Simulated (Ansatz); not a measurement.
The figure comes from a scan of CoSn (CoSn type, space group P6/mmm): one Co atom of a 6-atom cell moves by s along Cartesian z, with its periodic images. Computed with PBE (plane waves to 420 eV, PAW, scalar-relativistic; Ansatz, a first-principles code). k mesh 8×8×9 (Γ-centred), Fermi-Dirac smearing 0.05 eV. With partly filled bands, energies and forces of such displacements shift with the k mesh and the smearing. F∥ is the force on the atom along that direction. CoSn is run without spin polarisation. CoSn was relaxed with its symmetry unable to fall. 

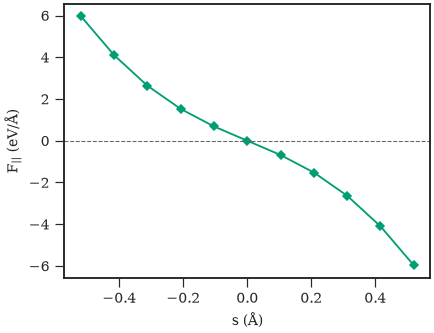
*F∥ (eV/Å) against s (Å); one marker a computed point.*

Problem. Turn the plot into a table (rounded to what can be read).

Solution. To the nearest 0.2:

```tsv
s (Å)	F∥ (eV/Å)
-0.520	6.0
-0.416	4.2
-0.312	2.6
-0.208	1.6
-0.104	0.6
0.000	0.0
0.104	-0.6
0.208	-1.6
0.312	-2.6
0.416	-4.2
0.520	-6.0
```

(For displaced atoms, the force is minus the slope of the energy, and its curvature is a force constant, which sets phonon frequencies.)
